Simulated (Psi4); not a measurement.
# BHSBr (SMILES S[B]Br) at UM06-2X/aug-cc-pVDZ

What is the vertical doublet–quartet gap of BHSBr at UM06-2X/aug-cc-pVDZ? 

The results are computed with Psi4 1.11.

2 further runs of the same task are left out: 2 set aside as unsound or not needed.

## Step 1: The structure to begin with

The species is BHSBr (4 atoms), meant as a doublet with charge 0. SMILES: `S[B]Br`. The shape is that of a PBE0-D4/def2-TZVP optimisation.

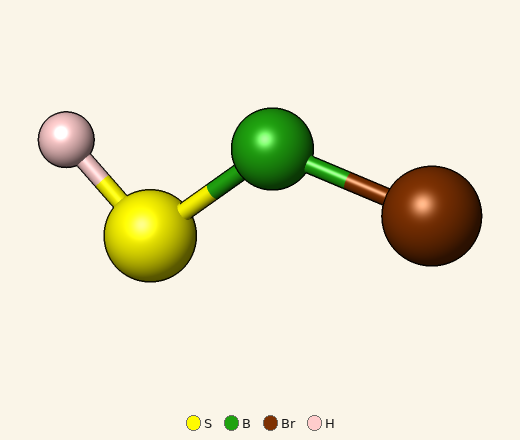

Viewed from a chosen angle; sulfur yellow, boron green, bromine brown, hydrogen pink.

## Step 2: Energy and gradient at UM06-2X/aug-cc-pVDZ

Input file run.py:

```python
import numpy as np
from ase.calculators.psi4 import Psi4
from ase import Atoms

atoms = Atoms(['S', 'B', 'Br', 'H'], positions=[
    [-0.702000, 0.264600, -0.808500],
    [0.466200, -0.103000, 0.457200],
    [0.566600, -1.738600, 1.383500],
    [-0.275300, 1.516800, -1.052500],
])
calc = Psi4(atoms=atoms, method='m06-2x', basis='aug-cc-pVDZ', memory='1600MB', num_threads=1, charge=0, multiplicity=2, label='bbrhs', reference='uks')
calc.psi4.set_options({'puream': True, 'e_convergence': 1e-09, 'd_convergence': 1e-08, 'scf_type': 'pk', 'dft_radial_points': 99, 'dft_spherical_points': 590, 'maxiter': 200})
atoms.calc = calc

forces = atoms.get_forces()
print(f'energy: {atoms.get_potential_energy():.6f} eV')
print('forces / eV A^-1')
print(np.round(forces, 5))
```

Launch:

```sh
$ python run.py
```

bbrhs.dat, cut to the lines that bear on the results:

```text
[...]
  Running in c1 symmetry.
[...]
  Nuclear repulsion =  176.893243242164687
[...]
  Multiplicity = 2
[...]
  Nalpha       = 29
  Nbeta        = 28
[...]
    Number of basis functions: 95
[...]
   @UKS iter   1: -2997.64715799018541   -1.56030e+00   6.43568e-03 DIIS/ADIIS
[...]
   @UKS iter  14: -2997.78370969434900   -1.81899e-12   3.53372e-09 DIIS
[...]
   @S^2 Observed:                7.573428593E-01
[...]
    Orbital Energies [Eh]
    ---------------------
    Alpha Occupied:
       1A   -485.417045     2A    -89.954952     3A    -63.409080
       4A    -57.229816     5A    -57.228517     6A    -57.228440
       7A     -9.061138     8A     -8.300414     9A     -7.146608
      10A     -6.882198    11A     -6.876359    12A     -6.875635
      13A     -6.218080    14A     -6.216464    15A     -6.213362
      16A     -2.910610    17A     -2.908525    18A     -2.907745
      19A     -2.902612    20A     -2.902580    21A     -0.901327
      22A     -0.854931    23A     -0.568833    24A     -0.486931
      25A     -0.446876    26A     -0.407465    27A     -0.387998
      28A     -0.347515    29A     -0.260056
    Alpha Virtual:
[...]
  @UKS Final Energy: -2997.78370969434900
   => Energetics <=
    Nuclear Repulsion Energy =            176.8932432421646865
    One-Electron Energy =               -4517.5044137547774881
    Two-Electron Energy =                1400.1016588469221915
    DFT Exchange-Correlation Energy =     -57.2741980286576151
    Empirical Dispersion Energy =           0.0000000000000000
    VV10 Nonlocal Energy =                  0.0000000000000000
    Total Energy =                      -2997.7837096943489996
[...]
 Multipole Moments:
 ------------------------------------------------------------------------------------
     Multipole            Electronic (a.u.)      Nuclear  (a.u.)        Total (a.u.)
 ------------------------------------------------------------------------------------
 L = 1.  Multiply by 2.5417464519 to convert [e a0] to [Debye]
 Dipole X            :          3.5613573           -3.6382113           -0.0768540
 Dipole Y            :         -6.9710973            7.3883733            0.4172760
 Dipole Z            :          6.8401433           -7.1236898           -0.2835465
 Magnitude           :                                                    0.5103179
[...]
  -Total Gradient:
     Atom            X                  Y                   Z
    ------   -----------------  -----------------  -----------------
       1        0.006444115956     0.003773142702     0.004024568552
       2       -0.005439325525    -0.004575338777    -0.002693634384
       3        0.000534899709     0.004635730013    -0.001865987325
       4       -0.001560350110    -0.003800326880     0.000499233989
[...]
```

On the terminal:

```text
energy: -81573.849742 eV
forces / eV A^-1
[[-0.33137 -0.19402 -0.20695]
 [ 0.2797   0.23527  0.13851]
 [-0.02751 -0.23838  0.09595]
 [ 0.08024  0.19542 -0.02567]]
```

Run time: 3 min. Hardware: 1 thread of Intel Xeon Platinum 8259CL at 2.50GHz (Skylake/Cascade Lake), shared host; peak memory 1.1 GiB.

## Step 3: The quartet: the energy at UM06-2X/aug-cc-pVDZ

Input file run.py:

```python
import psi4

psi4.set_memory('1600 MB')
psi4.set_num_threads(1)
psi4.set_output_file('psi4.out', False)

geom = psi4.geometry("""
0 4
S     -0.702000     0.264600    -0.808500
B      0.466200    -0.103000     0.457200
Br     0.566600    -1.738600     1.383500
H     -0.275300     1.516800    -1.052500
symmetry c1
""")

psi4.set_options({
    'basis': 'aug-cc-pVDZ',
    'reference': 'uks',
    'puream': True,
    'e_convergence': 1e-09,
    'd_convergence': 1e-08,
    'scf_type': 'pk',
    'dft_radial_points': 99,
    'dft_spherical_points': 590,
    'maxiter': 200,
})

result = psi4.energy('m06-2x', molecule=geom)
print('E =', round(result, 9))
```

Launch:

```sh
$ python run.py
```

psi4.out, cut to the lines that bear on the results:

```text
[...]
  Running in c1 symmetry.
[...]
  Nuclear repulsion =  176.893243242164687
[...]
  Multiplicity = 4
[...]
  Nalpha       = 30
  Nbeta        = 27
[...]
    Number of basis functions: 95
[...]
   @UKS iter   1: -2997.43696683005282   -1.35010e+00   6.57053e-03 DIIS/ADIIS
[...]
   @UKS iter  15: -2997.60322144177371   -2.63753e-11   5.78985e-09 DIIS
[...]
   @S^2 Observed:                3.760796382E+00
[...]
    Orbital Energies [Eh]
    ---------------------
    Alpha Occupied:
       1A   -485.398061     2A    -90.048167     3A    -63.389472
       4A    -57.209854     5A    -57.209829     6A    -57.208804
       7A     -9.041421     8A     -8.386349     9A     -7.064342
      10A     -6.861118    11A     -6.858566    12A     -6.855824
      13A     -6.313204    14A     -6.302116    15A     -6.299292
      16A     -2.890069    17A     -2.889063    18A     -2.887021
      19A     -2.883946    20A     -2.883747    21A     -0.937552
      22A     -0.869915    23A     -0.597630    24A     -0.522903
      25A     -0.466811    26A     -0.453880    27A     -0.374904
      28A     -0.371919    29A     -0.240702    30A     -0.169250
    Alpha Virtual:
[...]
  @UKS Final Energy: -2997.60322144177371
   => Energetics <=
    Nuclear Repulsion Energy =            176.8932432421646865
    One-Electron Energy =               -4517.0763087163904856
    Two-Electron Energy =                1399.8450132404582291
    DFT Exchange-Correlation Energy =     -57.2651692080058083
    Empirical Dispersion Energy =           0.0000000000000000
    VV10 Nonlocal Energy =                  0.0000000000000000
    Total Energy =                      -2997.6032214417737123
[...]
 Multipole Moments:
 ------------------------------------------------------------------------------------
     Multipole            Electronic (a.u.)      Nuclear  (a.u.)        Total (a.u.)
 ------------------------------------------------------------------------------------
 L = 1.  Multiply by 2.5417464519 to convert [e a0] to [Debye]
 Dipole X            :          2.8849099           -3.6382113           -0.7533014
 Dipole Y            :         -6.5684669            7.3883733            0.8199065
 Dipole Z            :          6.0105501           -7.1236898           -1.1131397
 Magnitude           :                                                    1.5744172
[...]
```

On the terminal:

```text
E = -2997.603221442
```

Wall time 82 s (1 thread of Intel Xeon Platinum 8259CL at 2.50GHz (Skylake/Cascade Lake), shared host); peak memory 1.1 GiB.

## Step 4: Results

Level: UM06-2X/aug-cc-pVDZ.

| quantity | value |
| --- | --- |
| doublet: total energy | -2997.78371 Eh |
| doublet: dipole moment | 1.30 D |
| doublet: HOMO energy (highest over α and β) | -7.08 eV |
| doublet: LUMO energy (lowest over α and β) | -1.77 eV |
| doublet: ⟨S²⟩ | 0.757 |
| doublet: largest force on an atom | 0.436 eV/Å |
| quartet: total energy | -2997.60322 Eh |
| quartet: dipole moment | 4.00 D |
| quartet: HOMO energy (highest over α and β) | -4.61 eV |
| quartet: ⟨S²⟩ | 3.761 |
| vertical energy of the quartet above the doublet | 4.911 eV |

At this shape the quartet lies 4.91 eV (474 kJ/mol) above the doublet. The largest force (doublet) is 0.44 eV/Å: the shape isn't a stationary point for this species at this level.
